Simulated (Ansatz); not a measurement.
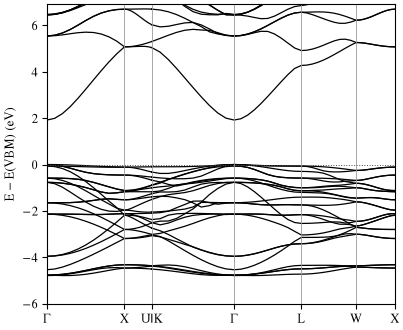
*Band structure from the program Ansatz at the PBEsol level (PAW)*

Read off the gap and where the band edges lie.

About 1.9 eV (1.92 eV by a search for the band edges); maximum at Γ, minimum at Γ.

Which of these materials gives this?
A. MgS, rock salt
B. MgIn2O4, spinel
C. CaO, rock salt
D. CaO, zinc blende

B, MgIn2O4, spinel

Space group Fd-3m (spinel). The cell is a constructed one: a structure type filled with these elements; the Crystallography Open Database copy checked does not list it. Whether it is the stable phase at ambient conditions was not checked. The cell was relaxed with PBEsol under the symmetry of its start; whether a distortion lowers the energy is not shown. Scalar-relativistic: spin–orbit coupling is off unless named, which matters more the heavier the elements.

Potentials: the earlier of the program's two PAW sets. The files were generated under PBE; for other functionals the program regenerates the frozen cores, and for LDA and PBEsol the local potential too.
